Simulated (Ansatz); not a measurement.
# [NH2]− (SMILES [NH2-]) at CCSDTQ/3-21G

What is the energy change on altering one bond length of [NH2]− at CCSDTQ/3-21G? 

The results are computed with Ansatz 0.2.0.

2 further runs of the same task are left out: 2 that didn't finish.

## (1) Starting point

[NH2]− has 3 atoms, charge -1, and is taken as a singlet. SMILES: `[NH2-]`. The shape is that of a PBE0-D4/def2-TZVPD optimisation.

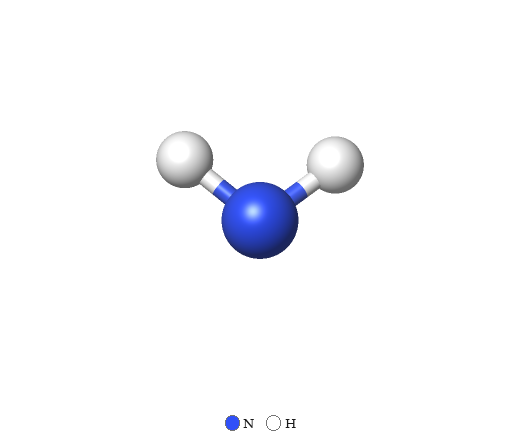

The structure, seen from a chosen angle (nitrogen blue, hydrogen white).

## (2) A single-point energy at CCSDTQ/3-21G

Input file job.yaml:

```yaml
crystal:
  periodic: [false, false, false]
  atoms:
    - {symbol: N, position_ang: [0.342200, -0.203000, 0.168700]}
    - {symbol: H, position_ang: [0.125500, 0.801200, 0.156000]}
    - {symbol: H, position_ang: [-0.467700, -0.598200, -0.324700]}
basis:
  gaussian:
    orbitals: 3-21G.json
correlation:
  method: ccsdtq
  frozen_orbitals: {H: 0, "N": 1}
scf:
  omitted_lower_state_checks: [cluster_reference, increment]
total_charge: -1
accuracy: high
```

The basis set 3-21G is read from a file made from the Basis Set Exchange's data (not shown).

The run is started by

```sh
ansatz run job.yaml --threads 1 --pin off --max-ram 2610MiB --events-out events.jsonl --progress --plain --runs-dir runs
```

Standard output, shortened:

```text
Warning: RAYON_NUM_THREADS=1 ignored (pool sized by the plan → 1); use --threads N
Functional definition: HF
  name "HF"
[...]
250 factors; integrals over basis functions are off by at most 3.4e-9 eV
[...]
mean field -1500.27540641 eV, -55.1341042623 hartree, gradient 3.4e-8 eV, S^2 0.000000; 0 other end points of the search recorded, 0 dependent functions left out
1 core orbitals not correlated: weight in the atoms' cores, before any rotation towards them, 1.000 or more for the frozen orbitals, at most 0.000 for the correlated occupied ones
reference -1500.27540641 eV, -55.1341042623 hartree; 4, 4 occupied and 8, 8 virtual orbitals, 250 factors
second order -2.79978731 eV of doubles, -0.00000000 eV of singles
cycle   1  -2.97837766 eV  change   -1.8e-1 eV  update   4.0e-2
[...]
cycle  18  -3.15032925 eV  change   4.7e-11 eV  update  6.2e-10
Total energy: -1503.42573566 eV, -55.2498767269 hartree
Checks for a lower state left out: cluster_reference, increment
```

It took 2.6 s on 1 thread of Arm Neoverse N1, shared host; peak memory 0.11 GiB.

## (3) The distorted shape, same level

Input file in.yaml:

```yaml
crystal:
  periodic: [false, false, false]
  atoms:
    - {symbol: "N", position_ang: [0.396366, -0.454009, 0.171874]}
    - {symbol: H, position_ang: [0.125500, 0.801200, 0.156000]}
    - {symbol: H, position_ang: [-0.413534, -0.849209, -0.321526]}
basis:
  gaussian:
    orbitals: 3-21G.json
total_charge: -1
correlation:
  method: ccsdtq
  frozen_orbitals: {H: 0, "N": 1}
accuracy: high
scf:
  omitted_lower_state_checks: [cluster_reference, increment]
```

The basis set 3-21G is read from a file made from the Basis Set Exchange's data (not shown).

The run is started by

```sh
ansatz run in.yaml --threads 1 --pin off --max-ram 2610MiB --events-out events.jsonl --progress --plain --runs-dir runs
```

Standard output, shortened:

```text
Warning: RAYON_NUM_THREADS=1 ignored (pool sized by the plan → 1); use --threads N
[... 2 set-up lines as earlier in the session ...]
[...]
248 factors; integrals over basis functions are off by at most 3.3e-9 eV
[...]
mean field -1499.83527830 eV, -55.1179298526 hartree, gradient 2.1e-8 eV, S^2 0.000000; 0 other end points of the search recorded, 0 dependent functions left out
1 core orbitals not correlated: weight in the atoms' cores, before any rotation towards them, 1.000 or more for the frozen orbitals, at most 0.000 for the correlated occupied ones
reference -1499.83527830 eV, -55.1179298526 hartree; 4, 4 occupied and 8, 8 virtual orbitals, 248 factors
second order -2.89216384 eV of doubles, -0.00000000 eV of singles
cycle   1  -3.09717555 eV  change   -2.1e-1 eV  update   5.2e-2
[...]
cycle  20  -3.34502121 eV  change  -3.7e-10 eV  update  7.4e-10
Total energy: -1503.18029950 eV, -55.2408571146 hartree
Checks for a lower state left out: cluster_reference, increment
```

Run time: 2.7 s. Hardware: 1 thread of Arm Neoverse N1, shared host; peak memory 0.11 GiB.

## (4) Results

At CCSDTQ/3-21G, 1 core orbital frozen:

```
                                                         quantity         value
                                        first shape: total energy  -55.24988 Eh
          first shape: correlation energy (1 core orbital frozen)    -115.8 mEh
                                       first shape: T1 diagnostic         0.006
                                    distorted shape: total energy  -55.24086 Eh
      distorted shape: correlation energy (1 core orbital frozen)    -122.9 mEh
                                   distorted shape: T1 diagnostic         0.009
energy change with the N1–H2 bond stretched from 1.027 to 1.284 Å      0.245 eV
```

With the N1–H2 bond stretched from 1.027 to 1.284 Å the energy rises by 0.25 eV (23.7 kJ/mol). The first shape isn't relaxed at this level, so the change isn't measured from a minimum.
